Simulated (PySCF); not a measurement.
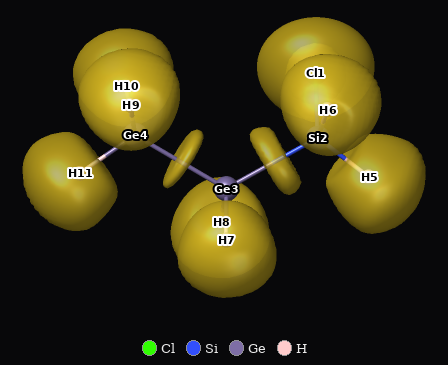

Figure. ClGe$_{2}$H$_{7}$Si (SMILES Cl[SiH2][GeH2][GeH3]). Isosurface of the ELF at 0.75 (yellow), seen at a tilt. Core shells and regions of very low density are left out.

Geometry: GFN2-xTB.

Method: CAM-B3LYP/def2-SVPD, SCF density, gas phase in PySCF 2.14.0.

```yaml
atoms:
  - { symbol: Cl, position_ang: [1.4270, 1.9353, -1.7993] }
  - { symbol: Si, position_ang: [1.9623, 0.6576, -0.3413] }
  - { symbol: Ge, position_ang: [0.1916, -0.8519, -0.0620] }
  - { symbol: Ge, position_ang: [-1.9853, -0.0444, 0.4866] }
  - { symbol: H, position_ang: [3.1960, -0.0074, -0.7536] }
  - { symbol: H, position_ang: [2.2245, 1.4335, 0.8707] }
  - { symbol: H, position_ang: [0.5586, -1.8906, 0.9767] }
  - { symbol: H, position_ang: [0.0350, -1.7288, -1.2844] }
  - { symbol: H, position_ang: [-2.0362, 0.7159, 1.7803] }
  - { symbol: H, position_ang: [-2.5457, 0.9026, -0.5314] }
  - { symbol: H, position_ang: [-3.0224, -1.1191, 0.6319] }
```

**Where are the electrons localised?**

The ELF exceeds this value in one region between bonded Ge–Ge atoms (shared pairs), one region between bonded Ge–Si atoms (shared pairs), seven regions around hydrogen nuclei and one region on Cl in which the atom's valence shell and bonds are merged.

Values along the shortest contacts:
Si–Cl (2.01 Å): the ELF peaks at about 0.90 between the atoms (a polar covalent bond). Si–Ge (2.34 Å): the ELF peaks at about 0.95 between the atoms; localised, covalent bonding.
